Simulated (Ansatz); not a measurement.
# Mo5Ru: what a guessed cell relaxes into, part 2 of 2

Where does this trial cell of Mo5Ru go when cell and atoms are let free?

Ansatz 0.2.0; DFT PBE, scalar-relativistic, plane waves, PAW.

## (4) Spin check on a coarse mesh

Input file input.yaml:

```yaml
crystal:
  lattice:
    - [2.6804664269, 0.0, 0.0]
    - [0.0, 2.6804664269, 0.0]
    - [0.0, 0.0, 13.1225025078]
  atoms:
    - { symbol: Mo, position: [0.0, 0.0, 0.6484698581], spin: 1.0 }
    - { symbol: Mo, position: [0.5, 0.5, 0.8232918949], spin: 1.0 }
    - { symbol: Mo, position: [0.0, 0.0, 0.0], spin: 1.0 }
    - { symbol: Mo, position: [0.5, 0.5, 0.1767081051], spin: 1.0 }
    - { symbol: Mo, position: [0.0, 0.0, 0.3515301419], spin: 1.0 }
    - { symbol: Ru, position: [0.5, 0.5, 0.5], spin: 1.0 }
basis:
  ecutwfc: 420
kpoints:
  mp_grid: { grid: [6, 6, 2] }
hamiltonian:
  xc: pbe
scf:
  occupations: { method: gaussian, width: 0.1 }
  lower_state_search: "off"
output:
  forces: true
  stress: true
  eigenvalues: true
  populations: true
magnetization:
  spin_polarized: true
```

Started as:

```console
> ansatz run input.yaml --threads 1 --pin off --max-ram 2560MiB --backend cpu --events-out ev --progress --plain --runs-dir out
```

Standard output (excerpt; [...] marks lines left out):

```text
[...]
SCF converged after 18 iterations
Magnetization: -0.0000 μB (43.0000 up, 43.0000 down)
Absolute magnetization: 0.0000 μB (∫|ρ↑−ρ↓|, with the PAW one-centre terms)
Spin contamination: 0.0000 ħ² per cell (⟨S²⟩ above its minimum at these occupations)
[...]
        0.000000       0.000000       0.136189
  P = ⅓ Tr σ = -0.0119 GPa (-0.119 kbar)
--- Band table (eV; the first three rows and the last of 40) ---
[...]
--- Löwdin populations: 6 sites ---
  site symbol       q [e]    m [muB]
     0     Mo     13.9242     0.0000
     1     Mo     13.9268    -0.0000
     2     Mo     13.9254     0.0000
     3     Mo     13.9268    -0.0000
     4     Mo     13.9242     0.0000
     5     Ru     15.9213    -0.0000
  spilling = 0.005248 (of n_electrons = 86.000000)
```

Run time: 32 s. Hardware: 1 thread of AMD EPYC (Zen 3), shared host; peak memory 0.48 GiB.

By site:

```tsv
atom	Löwdin electrons
Mo1	13.92
Mo2	13.93
Mo3	13.93
Mo4	13.93
Mo5	13.92
Ru6	15.92
```

The Löwdin counts miss 0.45 of the 86 electrons, which the atomic orbitals do not span, so they are no charges.

The same cell is solved with trial moments on Mo and Ru. The largest site moment that stays is 0.00 μB and the cell's total 0.00 μB. The workflow keeps spin only above 0.25 μB on a site, so the next run goes without spin.

## (5) Full relaxation

The end of the coarse run is made exact in the group found at a tolerance of 0.06 Å and reduced to its primitive cell.

Input file input.yaml:

```yaml
crystal:
  lattice:
    - [2.6804664269, 0.0, 0.0]
    - [0.0, 2.6804664269, 0.0]
    - [0.0, 0.0, 13.1225025078]
  atoms:
    - { symbol: Mo, position: [0.0, 0.0, 0.6484698581] }
    - { symbol: Mo, position: [0.5, 0.5, 0.8232918949] }
    - { symbol: Mo, position: [0.0, 0.0, 0.0] }
    - { symbol: Mo, position: [0.5, 0.5, 0.1767081051] }
    - { symbol: Mo, position: [0.0, 0.0, 0.3515301419] }
    - { symbol: Ru, position: [0.5, 0.5, 0.5] }
basis:
  ecutwfc: 420
kpoints:
  mp_grid: { grid: [14, 14, 4] }
hamiltonian:
  xc: pbe
scf:
  occupations: { method: gaussian, width: 0.1 }
output:
  forces: true
  stress: true
  eigenvalues: true
relax:
  adjacent_minimum: "off"
  f_tol: 0.01
  max_steps: 80
  cell: { stress_tol: 0.05 }
```

Started as:

```console
> ansatz run input.yaml --threads 1 --pin off --max-ram 2560MiB --backend cpu --events-out ev --progress --plain --runs-dir out
```

Standard output:

```text
Warning: RAYON_NUM_THREADS=1 ignored (pool sized by the plan → 1); use --threads N
[... 9 set-up lines as earlier in the session ...]
Crystal: 6 atoms, lattice volume = 94.284 Å³
Basis set: ecut = 420 eV, 1879 PW (Γ), exchange–correlation on 36×36×180 points (8 copies of the dense FFT grid, shifted against one another)
Bands: 52, of which v1, the nominal top of the filled ones, is band 43 counted from 1 (42 counted from 0)
[... 1 set-up line as earlier in the session ...]
Space group: P4/mmm (ITA 123), of the structure as read, at distance tolerance 4.6e-5 Å
k-points: 108 of 784
[... 8 set-up lines as earlier in the session ...]
SCF iter   1: F=—  HF=-30657.411551 eV  |F-HF|=—  |Δ(HF+E_count)|=         —  Δρ=1.06e-2  dr2=8.78e-1  ethr=1.77e-3  ⟨swp⟩=4.4  Hψ=17473  notcnv=0
preconditioner: auto → Kerker (q_TF=auto, 2.687 Å⁻¹)  [metal: Δε(μ)=0.009 eV  Ē_g=4.144 eV  σ=0.100 eV  W_gap=0.05  n_scr=30 (ndim 8)  ℏωp=23.6 eV  f_vac=0.000  D(μ)=5.27/eV (n_scr^D=48)]
SCF iter   2: F=—  HF=-30657.396357 eV  |F-HF|=—  |Δ(HF+E_count)|=   1.52e-2  Δρ=5.95e-3  dr2=3.31e-1  ethr=1.02e-3  ⟨swp⟩=1.0  Hψ=6480  notcnv=0
SCF iter   3: F=—  HF=-30657.386433 eV  |F-HF|=—  |Δ(HF+E_count)|=   9.92e-3  Δρ=8.45e-4  dr2=6.41e-3  ethr=3.85e-4  ⟨swp⟩=1.1  Hψ=5359  notcnv=0
SCF iter   4: F=—  HF=-30657.386186 eV  |F-HF|=—  |Δ(HF+E_count)|=   2.47e-4  Δρ=1.91e-4  dr2=5.66e-5  ethr=7.45e-6  ⟨swp⟩=1.2  Hψ=5373  notcnv=0
SCF iter   5: F=—  HF=-30657.386332 eV  |F-HF|=—  |Δ(HF+E_count)|=   1.46e-4  Δρ=5.84e-5  dr2=9.44e-6  ethr=6.59e-8  ⟨swp⟩=2.0  Hψ=10071  notcnv=0
SCF iter   6: F=—  HF=-30657.386332 eV  |F-HF|=—  |Δ(HF+E_count)|=   5.93e-7  Δρ=2.54e-5  dr2=1.12e-6  ethr=1.10e-8  ⟨swp⟩=2.0  Hψ=6504  notcnv=0
SCF iter   7: F=-30657.386332 eV  HF=-30657.386332 eV  |F-HF|=1.69e-8  |Δ(HF+E_count)|=   6.82e-8  Δρ=4.79e-6  dr2=2.78e-8  ethr=1.16e-10  ⟨swp⟩=6.8  Hψ=23300  notcnv=0
SCF 1 converged in 7 iterations: F = -30657.386332 eV  dr2 = 2.78e-8
relax step   1: F+E_penalty+E_count = -30657.38633154 eV  Δ(F+E_penalty+E_count) = +0.000e0 eV  max|allowed force component| = 7.566e-2 eV/Å  Δτ_max = 0.0000 Å  P = +0.550 GPa  Ω = 94.284 Å³  (7 SCF iters, dr2 threshold 1.00e-7 eV, accepted)
Crystal: 6 atoms, lattice volume = 93.939 Å³
Basis set: ecut = 420 eV, 1855 PW (Γ), exchange–correlation on 36×36×180 points (8 copies of the dense FFT grid, shifted against one another)
[... 2 set-up lines as earlier in the session ...]
iter 1 solved again at ethr=7.99e-4 eV; its pass at ethr=3.10e-3 eV (dr2=6.87e-1 eV) is discarded
SCF iter   1: F=—  HF=-30657.397245 eV  |F-HF|=—  |Δ(HF+E_count)|=         —  Δρ=8.39e-3  dr2=6.85e-1  ethr=7.99e-4  ⟨swp⟩=1.2  Hψ=25413  notcnv=0
preconditioner: auto → Kerker (q_TF=auto, 2.688 Å⁻¹)  [metal: Δε(μ)=0.009 eV  Ē_g=4.129 eV  σ=0.100 eV  W_gap=0.05  n_scr=30 (ndim 8)  ℏωp=23.6 eV  f_vac=0.000  D(μ)=6.34/eV (n_scr^D=78)]
SCF iter   2: F=—  HF=-30657.387347 eV  |F-HF|=—  |Δ(HF+E_count)|=   9.90e-3  Δρ=4.47e-3  dr2=2.23e-1  ethr=7.96e-4  ⟨swp⟩=1.0  Hψ=5624  notcnv=0
SCF iter   3: F=—  HF=-30657.382359 eV  |F-HF|=—  |Δ(HF+E_count)|=   4.99e-3  Δρ=5.77e-4  dr2=3.91e-3  ethr=2.59e-4  ⟨swp⟩=1.0  Hψ=5613  notcnv=0
SCF iter   4: F=—  HF=-30657.382224 eV  |F-HF|=—  |Δ(HF+E_count)|=   1.35e-4  Δρ=1.27e-4  dr2=6.44e-5  ethr=4.55e-6  ⟨swp⟩=1.0  Hψ=5616  notcnv=0
SCF iter   5: F=—  HF=-30657.382329 eV  |F-HF|=—  |Δ(HF+E_count)|=   1.05e-4  Δρ=2.85e-5  dr2=1.40e-6  ethr=7.49e-8  ⟨swp⟩=1.6  Hψ=6389  notcnv=0
SCF iter   6: F=-30657.382329 eV  HF=-30657.382329 eV  |F-HF|=6.72e-8  |Δ(HF+E_count)|=   1.88e-7  Δρ=6.34e-6  dr2=8.74e-8  ethr=6.98e-10  ⟨swp⟩=7.7  Hψ=20300  notcnv=0
the search or the solves at the SCF's close seem to have found levels that the self-consistency loop had missed (the run counts 2). By its estimate they hold under 1e-12 electrons; where the run keeps them, the occupations were computed again with them
SCF 2 converged in 6 iterations: F = -30657.382329 eV  dr2 = 8.74e-8
relax step   2: F+E_penalty+E_count = -30657.38232906 eV  Δ(F+E_penalty+E_count) = +4.002e-3 eV  max|allowed force component| = 1.940e-1 eV/Å  Δτ_max = 0.0355 Å  P = +0.771 GPa  Ω = 93.939 Å³  energy of the carried Pulay correction = +1.064e-4 eV  (6 SCF iters, dr2 threshold 6.00e-7 eV, rejected (line search))
Crystal: 6 atoms, lattice volume = 94.390 Å³
Basis set: ecut = 420 eV, 1871 PW (Γ), exchange–correlation on 36×36×180 points (8 copies of the dense FFT grid, shifted against one another)
iter 1 solved again at ethr=3.29e-4 eV; its pass at ethr=3.10e-3 eV (dr2=2.83e-1 eV) is discarded
SCF iter   1: F=—  HF=-30657.400384 eV  |F-HF|=—  |Δ(HF+E_count)|=         —  Δρ=5.45e-3  dr2=2.83e-1  ethr=3.29e-4  ⟨swp⟩=1.0  Hψ=22940  notcnv=0
preconditioner: auto → Kerker (q_TF=auto, 2.686 Å⁻¹)  [metal: Δε(μ)=0.008 eV  Ē_g=4.144 eV  σ=0.100 eV  W_gap=0.04  n_scr=30 (ndim 8)  ℏωp=23.6 eV  f_vac=0.000  D(μ)=4.85/eV (n_scr^D=48)]
SCF iter   2: F=—  HF=-30657.395737 eV  |F-HF|=—  |Δ(HF+E_count)|=   4.65e-3  Δρ=2.93e-3  dr2=9.67e-2  ethr=3.29e-4  ⟨swp⟩=1.0  Hψ=5616  notcnv=0
SCF iter   3: F=—  HF=-30657.393308 eV  |F-HF|=—  |Δ(HF+E_count)|=   2.43e-3  Δρ=3.94e-4  dr2=1.36e-3  ethr=1.12e-4  ⟨swp⟩=1.0  Hψ=5616  notcnv=0
SCF iter   4: F=—  HF=-30657.393234 eV  |F-HF|=—  |Δ(HF+E_count)|=   7.36e-5  Δρ=8.84e-5  dr2=7.29e-5  ethr=1.58e-6  ⟨swp⟩=1.0  Hψ=5648  notcnv=0
SCF iter   5: F=—  HF=-30657.393356 eV  |F-HF|=—  |Δ(HF+E_count)|=   1.22e-4  Δρ=3.60e-5  dr2=1.42e-6  ethr=8.48e-8  ⟨swp⟩=2.0  Hψ=5924  notcnv=0
SCF iter   6: F=—  HF=-30657.393354 eV  |F-HF|=—  |Δ(HF+E_count)|=   1.48e-6  Δρ=1.00e-5  dr2=3.55e-7  ethr=1.65e-9  ⟨swp⟩=2.0  Hψ=8248  notcnv=0
SCF iter   7: F=—  HF=-30657.393354 eV  |F-HF|=—  |Δ(HF+E_count)|=   1.36e-8  Δρ=2.06e-6  dr2=6.43e-9  ethr=4.13e-10  ⟨swp⟩=1.2  Hψ=5718  notcnv=0
SCF iter   8: F=—  HF=-30657.393354 eV  |F-HF|=—  |Δ(HF+E_count)|=  9.64e-10  Δρ=4.27e-7  dr2=2.13e-10  ethr=7.48e-12  ⟨swp⟩=2.1  Hψ=9589  notcnv=0
SCF iter   9: F=-30657.393354 eV  HF=-30657.393354 eV  |F-HF|=3.27e-11  |Δ(HF+E_count)|=  3.64e-11  Δρ=1.07e-7  dr2=2.77e-11  ethr=1.00e-12  ⟨swp⟩=6.3  Hψ=20503  notcnv=0
the search or the solves at the SCF's close seem to have found levels that the self-consistency loop had missed (the run counts 1). By its estimate they hold under 1e-12 electrons; where the run keeps them, the occupations were computed again with them
SCF 3 converged in 9 iterations: F = -30657.393354 eV  dr2 = 2.77e-11
relax step   3: F+E_penalty+E_count = -30657.39335443 eV  Δ(F+E_penalty+E_count) = -7.023e-3 eV  max|allowed force component| = 4.855e-2 eV/Å  Δτ_max = 0.0113 Å  P = -0.048 GPa  Ω = 94.390 Å³  energy of the carried Pulay correction = -3.282e-5 eV  (9 SCF iters, accepted)
[... 12 lines left out ...]
relax step   4: F+E_penalty+E_count = -30657.39352671 eV  Δ(F+E_penalty+E_count) = -1.723e-4 eV  max|allowed force component| = 1.449e-2 eV/Å  Δτ_max = 0.0031 Å  P = -0.041 GPa  Ω = 94.401 Å³  energy of the carried Pulay correction = -3.596e-5 eV  (6 SCF iters, dr2 threshold 1.47e-7 eV, accepted)
[... 11 lines left out ...]
relax step   5: F+E_penalty+E_count = -30657.39355525 eV  Δ(F+E_penalty+E_count) = -2.853e-5 eV  max|allowed force component| = 2.209e-3 eV/Å  Δτ_max = 0.0017 Å  P = +0.027 GPa  Ω = 94.380 Å³  energy of the carried Pulay correction = -2.956e-5 eV  (6 SCF iters, dr2 threshold 1.31e-8 eV, accepted)
Basis set: ecut = 420 eV, 1871 PW (Γ), exchange–correlation on 40×40×180 points (8 copies of the dense FFT grid, shifted against one another)
[... 1 set-up line as earlier in the session ...]
iter 1 solved again at ethr=4.36e-8 eV; its pass at ethr=3.10e-3 eV (dr2=3.75e-5 eV) is discarded
SCF iter   1: F=—  HF=-30657.393553 eV  |F-HF|=—  |Δ(HF+E_count)|=         —  Δρ=2.98e-5  dr2=8.90e-8  ethr=4.36e-8  ⟨swp⟩=3.0  Hψ=33360  notcnv=0
preconditioner: auto → Kerker (q_TF=auto, 2.686 Å⁻¹)  [metal: Δε(μ)=0.007 eV  Ē_g=4.137 eV  σ=0.100 eV  W_gap=0.04  n_scr=30 (ndim 8)  ℏωp=23.6 eV  f_vac=0.000  D(μ)=5.08/eV (n_scr^D=48)]
SCF iter   2: F=—  HF=-30657.393561 eV  |F-HF|=—  |Δ(HF+E_count)|=   8.24e-6  Δρ=1.48e-5  dr2=1.96e-8  ethr=1.03e-10  ⟨swp⟩=2.2  Hψ=9426  notcnv=0
SCF iter   3: F=—  HF=-30657.393561 eV  |F-HF|=—  |Δ(HF+E_count)|=   1.39e-7  Δρ=1.56e-6  dr2=4.57e-10  ethr=2.27e-11  ⟨swp⟩=3.0  Hψ=10700  notcnv=0
iter 4 did not close the SCF: its close was put off for the readings that it lacked (scf_convergence_deferred on its scf_iter line)
SCF iter   4: F=-30657.393561 eV  HF=-30657.393561 eV  |F-HF|=7.28e-12  |Δ(HF+E_count)|=   1.10e-9  Δρ=1.82e-7  dr2=1.67e-11  ethr=1.00e-12  ⟨swp⟩=1.9  Hψ=8540  notcnv=0
iter 5 did not close the SCF: its close was put off for the readings that it lacked (scf_convergence_deferred on its scf_iter line)
SCF iter   5: F=-30657.393561 eV  HF=-30657.393561 eV  |F-HF|=3.64e-12  |Δ(HF+E_count)|=  1.09e-11  Δρ=3.69e-8  dr2=7.53e-13  ethr=1.00e-12  ⟨swp⟩=1.0  Hψ=5616  notcnv=0
iter 6 did not close the SCF: its close was put off for the readings that it lacked (scf_convergence_deferred on its scf_iter line)
SCF iter   6: F=-30657.393561 eV  HF=-30657.393561 eV  |F-HF|=3.64e-12  |Δ(HF+E_count)|=  1.09e-11  Δρ=6.80e-9  dr2=5.76e-14  ethr=1.00e-12  ⟨swp⟩=1.0  Hψ=5616  notcnv=0
iter 7 did not close the SCF: its close was put off for the readings that it lacked (scf_convergence_deferred on its scf_iter line)
SCF iter   7: F=-30657.393561 eV  HF=-30657.393561 eV  |F-HF|=7.28e-12  |Δ(HF+E_count)|=  1.09e-11  Δρ=1.20e-9  dr2=3.66e-15  ethr=1.00e-12  ⟨swp⟩=1.0  Hψ=5616  notcnv=0
SCF iter   8: F=-30657.393561 eV  HF=-30657.393561 eV  |F-HF|=1.09e-11  |Δ(HF+E_count)|=    0.00e0  Δρ=3.54e-10  dr2=3.24e-16  ethr=1.00e-12  ⟨swp⟩=1.6  Hψ=11855  notcnv=0
SCF 6 converged in 8 iterations: F = -30657.393561 eV  dr2 = 3.24e-16
relax step   6: F+E_penalty+E_count = -30657.39356149 eV  Δ(F+E_penalty+E_count) = -6.245e-6 eV  max|allowed force component| = 2.202e-3 eV/Å  Δτ_max = 0.0000 Å  P = +0.026 GPa  Ω = 94.380 Å³  stress off target by 4.13e-2 GPa  SCF on the basis re-selected at this cell (its energy is not comparable with the rows above)  (8 SCF iters)
basis re-selected at this cell: Δ(F+E_penalty+E_count) = -6.245e-6 eV, ΔP = -0.000 GPa vs the last step (what re-selecting the basis moved, of the pressure what is left beyond the Pulay correction that the steps carried, after the strain that the cell walked since its last selection, with what the two solves' SCF thresholds leave and, on support functions, any second-order correction that the steps lacked; it is no measure of the basis error at this ecutwfc). The dense FFT grid was sized anew with the basis: this SCF ran on 20×20×90 points, the steps before it on 18×18×90, so part of this shift can come from that change (see relax.cell in the input reference). This SCF's stress stands 4.13e-2 GPa from its target on what of the cell is left free (relax.cell.stress_tol is 5.00e-2 GPa) and its largest allowed force component is 2.20e-3 eV/Å (relax.f_tol is 1.00e-2 eV/Å): within both
SCF converged after 8 iterations
Free energy (F): -30657.393561 eV
Harris-Foulkes:  -30657.393561 eV  (|F-HF|=1.09e-11)
Internal energy: -30657.368146 eV  (E = F + TS)
E sigma→0 (E₀):  -30657.380854 eV
Entropy (-TS):   -0.025416 eV (-4.236 meV/atom)
Fermi energy:    20.610091 eV
--- Per-component energies (eV) ---
  E_band       = -388.707293
  E_kinetic    = 2716.746561
  E_local      = -6016.211372  (includes V_loc(G=0)·N_el)
  E_nonlocal   = 1057.331139
  E_hartree    = 2088.861873
  E_xc         = -1107.007981
  E_vxc        = -1382.941530  (∫ρ·V_xc dr)
  E_paw        = -19466.992987  (= ΣΔE_a)
  E_vpaw       = -941.355870  (= ΣTr[D̂ρ^β])
  E_aug_tail   = 0.000034  (compensation charges beyond the density's cutoff)
  E_ewald      = -9930.095413
  E_smearing   = -0.025416  (= −TS)
  E_closure    = 0.000000  (closes the sum)
  Σ components = -30657.393561   (vs F -30657.393561, Δ=0.00e0)
--- Forces (eV/Å), atoms counted from 1 ---
  atom   1  Mo     0.00000000     0.00000000     0.00038370
  atom   2  Mo     0.00000000     0.00000000     0.00220197
  atom   3  Mo     0.00000000     0.00000000     0.00000000
  atom   4  Mo     0.00000000     0.00000000    -0.00220197
  atom   5  Mo     0.00000000     0.00000000    -0.00038370
  atom   6  Ru     0.00000000    -0.00000000     0.00000000
  max |Σ_I F_I| component: 1.63e-19 eV/Å
--- Stress (GPa, compression-positive) ---
        0.018982       0.000000       0.000000
        0.000000       0.018982       0.000000
        0.000000       0.000000       0.041339
  P = ⅓ Tr σ = 0.0264 GPa (0.264 kbar)
--- Band table (eV; the first three rows and the last of 108) ---
  k-point 0: bands = ["-51.9799", "-40.5175", "-40.4546", "-40.4114", "-40.3264", "-40.3214", "-22.0826", "-21.6740", "-21.6740", "-14.9068", "-14.7196", "-14.4584", "-14.2396", "-14.0857", "-14.0233", "-14.0233", "-13.9555", "-13.9555", "-13.8931", "-13.8931", "-13.8157", "-13.8157", "-13.8024", "-13.8024", "13.5066", "14.6247", "14.7825", "15.0716", "15.5903", "15.8373", "15.9046", "16.5500", "16.7036", "17.6558", "17.7039", "18.4413", "19.2433", "19.2433", "19.5461", "19.6220", "19.9378", "20.4611", "20.8467", "20.9077", "20.9077", "21.2380", "21.2380", "21.3992", "22.9144", "22.9144", "23.0776", "23.0776"]
  k-point 1: bands = ["-51.9799", "-40.5175", "-40.4545", "-40.4116", "-40.3257", "-40.3221", "-22.0826", "-21.6740", "-21.6740", "-14.9097", "-14.7095", "-14.4744", "-14.2246", "-14.0918", "-14.0235", "-14.0235", "-13.9550", "-13.9550", "-13.8940", "-13.8940", "-13.8139", "-13.8139", "-13.8039", "-13.8039", "13.5772", "14.2428", "15.0473", "15.2375", "15.5925", "15.7890", "15.8669", "16.4679", "16.8548", "17.3950", "17.9304", "18.4043", "19.2458", "19.2458", "19.2929", "19.5443", "19.9672", "20.7770", "20.7957", "20.7957", "20.9456", "21.3992", "21.4667", "21.4667", "22.4478", "22.4478", "22.9857", "23.5416"]
  k-point 2: bands = ["-51.9799", "-40.5176", "-40.4543", "-40.4118", "-40.3244", "-40.3233", "-22.0826", "-21.6740", "-21.6740", "-14.9125", "-14.6988", "-14.4902", "-14.2094", "-14.0992", "-14.0236", "-14.0236", "-13.9544", "-13.9544", "-13.8948", "-13.8948", "-13.8112", "-13.8112", "-13.8061", "-13.8061", "13.7048", "13.9822", "15.0644", "15.5947", "15.6444", "15.6461", "15.7520", "16.4221", "17.0780", "17.1419", "18.0569", "18.3511", "19.1568", "19.2483", "19.2483", "19.3817", "20.1179", "20.7209", "20.7273", "20.7273", "21.3111", "21.3992", "21.7865", "21.7865", "22.0510", "22.0510", "22.7634", "23.5657"]
  k-point 107: bands = ["-51.8658", "-40.2142", "-40.1807", "-40.1806", "-40.0803", "-40.0797", "-22.1609", "-22.1609", "-21.9498", "-15.0087", "-15.0087", "-14.9093", "-14.9093", "-14.8123", "-14.8123", "-14.6949", "-14.6949", "-14.6679", "-14.6679", "-14.3048", "-14.2605", "-14.2586", "-14.2006", "-14.1845", "15.0802", "15.1587", "15.6389", "15.6620", "15.7620", "15.7620", "16.2551", "16.2589", "16.5712", "16.5712", "18.3254", "18.3254", "18.4153", "18.4153", "20.8120", "21.4992", "21.7910", "21.7910", "22.1901", "22.1901", "22.5896", "22.9647", "23.0781", "23.1383", "23.3862", "25.8480", "25.8707", "25.8711"]
--- Relaxed structure (5 steps of the walk, 4 accepted, 1 SCFs on fresh bases) ---
  F+E_penalty+E_count = -30657.39356149 eV   max|allowed force component| = 2.202e-3 eV/Å   (the final SCF, on the basis selected at the relaxed cell)
  cell:  # Å, volume = 94.3799 Å³
    - [2.6936086934148094, 0.0, 0.0]
    - [0.0, 2.6936086934148094, 0.0]
    - [0.0, 0.0, 13.007998377426928]
  atoms:
    - { symbol: Mo, position: [-5.730268693761776e-37, 3.5083277716908824e-37, 0.6490369804343497] }
    - { symbol: Mo, position: [0.5, 0.5, 0.8238343750341154] }
    - { symbol: Mo, position: [-8.536930911114482e-37, 3.5083277716908824e-37, -2.7540533823256546e-21] }
    - { symbol: Mo, position: [0.5, 0.5, 0.1761656249658844] }
    - { symbol: Mo, position: [4.093049066972696e-37, 3.5083277716908824e-37, 0.3509630195656503] }
    - { symbol: Ru, position: [0.5, 0.5, 0.5] }
```

Wall time 4.7 min (1 thread of AMD EPYC (Zen 3), shared host); peak memory 0.66 GiB.

Step by step:

| step | energy from step 1 (eV/cell) | largest force component (eV/Å) | pressure (GPa) | volume (Å³) |
| --- | --- | --- | --- | --- |
| 1 | 0.0000 | 0.0757 | 0.55 | 94.28 |
| 2 | 0.0040 | 0.1940 | 0.77 | 93.94 |
| 3 | -0.0070 | 0.0485 | -0.05 | 94.39 |
| 4 | -0.0072 | 0.0145 | -0.04 | 94.40 |
| 5 | -0.0072 | 0.0022 | 0.03 | 94.38 |
| 6 | -0.0072 | 0.0022 | 0.03 | 94.38 |

Step 1 is the start. Step 6 repeats the geometry before it on a plane-wave basis chosen anew for that cell, so its energy need not be comparable with the rows above. Step 2 was tried and not accepted.

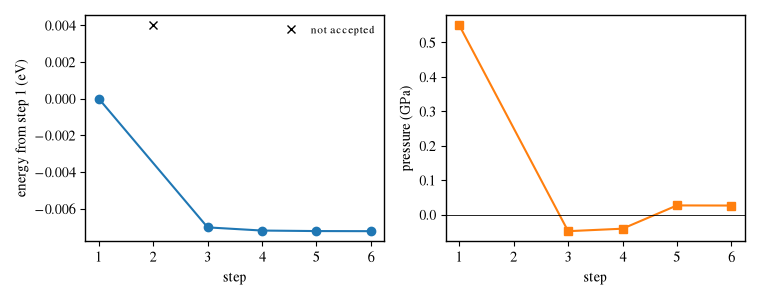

Energy and pressure along the relaxation.

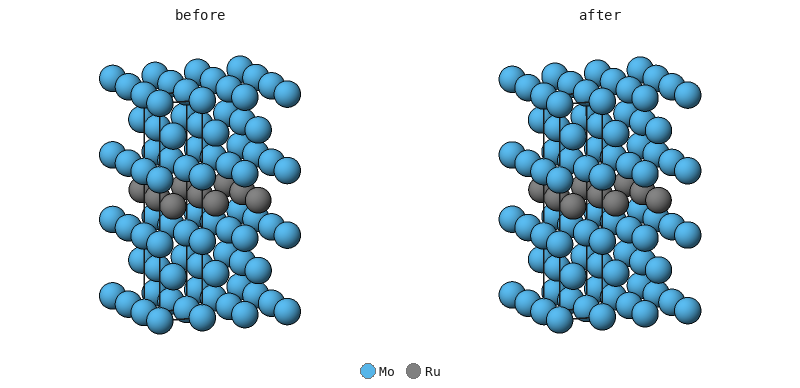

The structure before (left) and after (right) the relaxation, drawn at the same scale.

|  | before | after | change |
| --- | --- | --- | --- |
| a (Å) | 2.680 | 2.694 | +0.5 % |
| b (Å) | 2.680 | 2.694 | +0.5 % |
| c (Å) | 13.123 | 13.008 | -0.9 % |
| volume (Å³/atom) | 15.71 | 15.73 | +0.1 % |
| shortest distance (Å) | 2.680 | 2.694 | +0.5 % |
| space group (0.01 Å) | P4/mmm | P4/mmm | same |

Forces and stress were held to the start's 16 operations: a distortion of lower symmetry was not tested.

## (6) What came out

The summary covers parts 1 to 2. Changes of volume or cell count from the first structure of part 1.

| quantity | value |
| --- | --- |
| symmetry at the end (tolerance 0.05 Å) | space group P4/mmm (No. 123) |
| conventional cell | a = 2.694 Å, b = 2.694 Å, c = 13.008 Å, α = 90.00°, β = 90.00°, γ = 90.00° |
| volume | 15.73 Å³/atom |
| energy over the elements | +0.24 eV/atom |
| gap on the mesh | none (metal) |

**Reading.** The space group P4/mmm (No. 123) is kept, and the volume per atom shrinks by 8.7 % from the first guess. With a positive formation energy it can't be a ground state. No finished test with a distortion of lower symmetry is shown, so the end may be a saddle point. Other magnetic orders were not searched.
